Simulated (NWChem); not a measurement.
# One shape, several levels: CHBrClF (bromochlorofluoromethane)

We compute a comparison of 6 runs (wB97X/STO-3G, wB97X/3-21G, wB97X/6-31G, wB97X/6-31G*, wB97X/6-31G**, wB97X/6-311G**) of CHBrClF (bromochlorofluoromethane). 

The calculation is run with NWChem 7.3.0.

## (1) The molecule

CHBrClF: 5 atoms, total charge 0, spin state singlet. As SMILES, `FC(Cl)Br`. Geometry: relaxed at PBE0-D4/def2-TZVP.

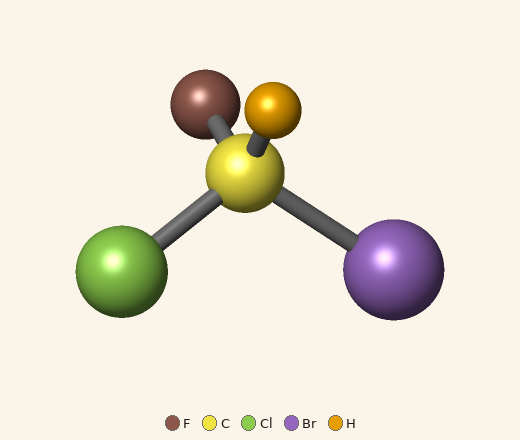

The structure, seen from a chosen angle (fluorine brown, carbon yellow, chlorine green, bromine purple, hydrogen amber).

## (2) The charge distribution at wB97X/STO-3G (run 1)

chbrclf.nw

```
echo
start chbrclf
memory stack 880 mb heap 220 mb global 1100 mb

geometry noautosym nocenter noautoz
  F       -0.468900       0.166900       1.292700
  C        0.049600       0.103800       0.059700
  Cl       1.396100      -1.018300       0.038800
  Br      -1.333700      -0.411000      -1.190000
  H        0.406800       1.084900      -0.242500
end

basis spherical bse
  * library STO-3G
end

dft
  xc wb97x
  grid fine
  convergence energy 1e-08
  maxiter 100
  mulliken
  noprint "final vectors analysis"
end

property
  dipole
  quadrupole
  mulliken
end

task dft property
```

Launch:

```sh
nwchem chbrclf.nw > chbrclf.out
```

Log:

```text
[...]
          Wavefunction type:  closed shell.
          No. of atoms     :     5
          No. of electrons :    68
[...]
          Charge           :     0
          Spin multiplicity:     1
[...]
          AO basis - number of functions:    38
[...]
              XC Information
              --------------
                       wb97x  Method XC Functional
                     Hartree-Fock (Exact) Exchange  1.000
                         wb97x Exchange Functional  1.000
                      wb97x Correlation Functional  1.000
[...]
 d= 0,ls=0.0,diis     1  -3137.6458083567 -3.46D+03  5.11D-02  1.23D+00     0.7
[...]
 d= 0,ls=0.0,diis     8  -3137.8773281736 -1.56D-09  2.32D-06  3.86D-10     4.5
         Total DFT energy =    -3137.877328173634
      One electron energy =    -5024.323972015459
           Coulomb energy =     1699.898583509588
    Exchange-Corr. energy =     -136.529472562802
 Nuclear repulsion energy =      323.077532895038
[...]
      Total Density - Mulliken Population Analysis
     ---------------------------------------------
    Atom       Charge   Shell Charges
 -----------   ------   -------------------------------------------------------
    1 F    9     9.05   2.00  1.95  5.10
    2 C    6     5.97   1.99  1.25  2.73
    3 Cl  17    17.12   2.00  2.00  5.99  1.96  5.17
    4 Br  35    34.99   2.00  2.00  6.00  2.00  5.98  1.95  5.05 10.00
    5 H    1     0.87   0.87
[...]
   Dipole moment        1.6538988567 Debye(s)
             DMX       -0.3482706244 DMXEFC        0.0000000000
             DMY        1.5990028777 DMYEFC        0.0000000000
             DMZ        0.2393298924 DMZEFC        0.0000000000
   -EFC- dipole         0.0000000000 DEBYE(S)
   Total dipole         1.6538988567 DEBYE(S)
[...]
```

Run time: 5.4 s. Hardware: 1 thread of Intel Xeon 6975P-C (Granite Rapids), shared host; peak memory 0.11 GiB.

Atomic charges (e):

```
atom  Mulliken  Löwdin
  F1    -0.049  -0.010
  C2    +0.027  +0.030
 Cl3    -0.118  -0.090
 Br4    +0.014  +0.010
  H5    +0.127  +0.060
```

## (3) Energy and one-electron properties at wB97X/3-21G (run 2)

geom.nw

```
start geom
memory 2200 mb

geometry noautosym nocenter noautoz
 F     -0.468900     0.166900     1.292700
 C      0.049600     0.103800     0.059700
 Cl     1.396100    -1.018300     0.038800
 Br    -1.333700    -0.411000    -1.190000
 H      0.406800     1.084900    -0.242500
end

basis spherical bse
 * library 3-21G
end

dft
 xc wb97x
 grid fine
 convergence energy 1e-08
 iterations 100
 mulliken
 noprint "final vectors analysis"
end

property
 dipole
 quadrupole
 mulliken
end

task dft property
```

Launch:

```sh
nwchem geom.nw > geom.out
```

Log:

```text
[...]
          Wavefunction type:  closed shell.
          No. of atoms     :     5
          No. of electrons :    68
[...]
          Charge           :     0
          Spin multiplicity:     1
[...]
          AO basis - number of functions:    55
[...]
              XC Information
              --------------
                       wb97x  Method XC Functional
                     Hartree-Fock (Exact) Exchange  1.000
                         wb97x Exchange Functional  1.000
                      wb97x Correlation Functional  1.000
[...]
 d= 0,ls=0.0,diis     1  -3157.3401704607 -3.48D+03  2.68D-02  1.24D+00     1.0
[...]
 d= 0,ls=0.0,diis    10  -3157.5075579384 -6.08D-09  1.27D-06  2.45D-09     9.0
         Total DFT energy =    -3157.507557938372
      One electron energy =    -5037.154219658194
           Coulomb energy =     1692.403622760142
    Exchange-Corr. energy =     -135.834493935357
 Nuclear repulsion energy =      323.077532895038
[...]
      Total Density - Mulliken Population Analysis
     ---------------------------------------------
    Atom       Charge   Shell Charges
 -----------   ------   -------------------------------------------------------
    1 F    9     9.25   1.98  0.45  2.48  1.55  2.78
    2 C    6     6.36   1.99  0.37  1.52  1.11  1.36
    3 Cl  17    16.87   2.00  1.96  5.90  1.16  3.10  0.81  1.95
    4 Br  35    34.83   2.00  2.00  5.99  2.00  5.96  0.82  2.40  1.13  2.55  9.99
    5 H    1     0.69   0.48  0.21
[...]
   Dipole moment        1.5917080448 Debye(s)
             DMX        0.1783071289 DMXEFC        0.0000000000
             DMY        1.4216965625 DMYEFC        0.0000000000
             DMZ       -0.6931954644 DMZEFC        0.0000000000
   -EFC- dipole         0.0000000000 DEBYE(S)
   Total dipole         1.5917080448 DEBYE(S)
[...]
```

Wall time 9.6 s (1 thread of Intel Xeon 6975P-C (Granite Rapids), shared host); peak memory 0.11 GiB.

Atomic charges (e):

```
atom  Mulliken  Löwdin
  F1    -0.251  -0.110
  C2    -0.358  -0.100
 Cl3    +0.130  +0.010
 Br4    +0.168  +0.090
  H5    +0.311  +0.120
```

Runs 3 to 5 aren't shown in full; the table further down has their settings and results.

## (4) The charge distribution at wB97X/6-311G(d,p) (run 6)

Edit chbrclf.nw of step 2 so:

```diff
@@ -1,4 +1,3 @@
-echo
 start chbrclf
-memory stack 880 mb heap 220 mb global 1100 mb
+memory 2200 mb
 
@@ -13,3 +12,3 @@
 basis spherical bse
-  * library STO-3G
+  * library 6-311G**
 end
@@ -20,3 +19,3 @@
   convergence energy 1e-08
-  maxiter 100
+  iterations 100
   mulliken
```

Launch:

```sh
nwchem chbrclf.nw > chbrclf.out
```

Log:

```text
[...]
          Wavefunction type:  closed shell.
          No. of atoms     :     5
          No. of electrons :    68
[...]
          Charge           :     0
          Spin multiplicity:     1
[...]
          AO basis - number of functions:   112
[...]
              XC Information
              --------------
                       wb97x  Method XC Functional
                     Hartree-Fock (Exact) Exchange  1.000
                         wb97x Exchange Functional  1.000
                      wb97x Correlation Functional  1.000
[...]
 d= 0,ls=0.0,diis     1  -3172.7363178484 -3.50D+03  9.10D-03  4.89D+00     5.4
[...]
 d= 0,ls=0.0,diis    11  -3172.8915310688 -2.90D-09  3.80D-07  5.45D-10    54.1
         Total DFT energy =    -3172.891531068772
      One electron energy =    -5052.357509841824
           Coulomb energy =     1692.237704820310
    Exchange-Corr. energy =     -135.849258942296
 Nuclear repulsion energy =      323.077532895038
[...]
      Total Density - Mulliken Population Analysis
     ---------------------------------------------
    Atom       Charge   Shell Charges
 -----------   ------   -------------------------------------------------------
    1 F    9     9.17   1.08  0.92  1.18  1.09  2.34  0.85  1.72  0.01
    2 C    6     6.02   1.11  0.88  0.55  0.79  1.49  0.41  0.64  0.15
    3 Cl  17    17.02   0.78  1.19  0.89  1.09  1.01  1.00  7.42 -1.51  1.09  2.98  1.07  0.03
    4 Br  35    34.99   0.75  1.21  1.19  0.79  1.01  1.01  1.27  0.71  0.47  5.50  4.82  1.08  0.90  2.89  1.34  7.74  2.13  0.16
    5 H    1     0.80   0.27  0.47  0.04  0.02
[...]
   Dipole moment        1.3670776891 Debye(s)
             DMX        0.4098926322 DMXEFC        0.0000000000
             DMY        1.1543631103 DMYEFC        0.0000000000
             DMZ       -0.6069062924 DMZEFC        0.0000000000
   -EFC- dipole         0.0000000000 DEBYE(S)
   Total dipole         1.3670776891 DEBYE(S)
[...]
```

Wall time 55 s (1 thread of Intel Xeon 6975P-C (Granite Rapids), shared host); peak memory 0.12 GiB.

Atomic charges (e):

```
atom  Mulliken  Löwdin
  F1    -0.167  +0.010
  C2    -0.023  -0.220
 Cl3    -0.016  +0.120
 Br4    +0.007  +0.090
  H5    +0.199  -0.010
```

## (5) Overview of the runs

| run | level | energy (Eh) | dipole moment (D) | wall time |
| --- | --- | --- | --- | --- |
| 1 | wB97X/STO-3G | -3137.877328 | 1.65 | 5.4 s |
| 2 | wB97X/3-21G | -3157.507558 | 1.59 | 9.6 s |
| 3 | wB97X/6-31G | -3172.418854 | 1.64 | 18 s |
| 4 | wB97X/6-31G* (spherical functions) | -3172.549481 | 1.32 | 32 s |
| 5 | wB97X/6-31G** (spherical functions) | -3172.550884 | 1.32 | 34 s |
| 6 | wB97X/6-311G** | -3172.891531 | 1.37 | 55 s |

## (6) Results

| quantity | value |
| --- | --- |
| run 6: total energy | -3172.89153 Eh |
| run 6: dipole moment | 1.37 D |

What this shows: The dipole moment (its size) runs from 1.32 D (wB97X/6-31G**) to 1.65 D (wB97X/STO-3G). In run 1 the basis is minimal, so the values are rough. All runs together took 2.6 min, the longest 55 s.
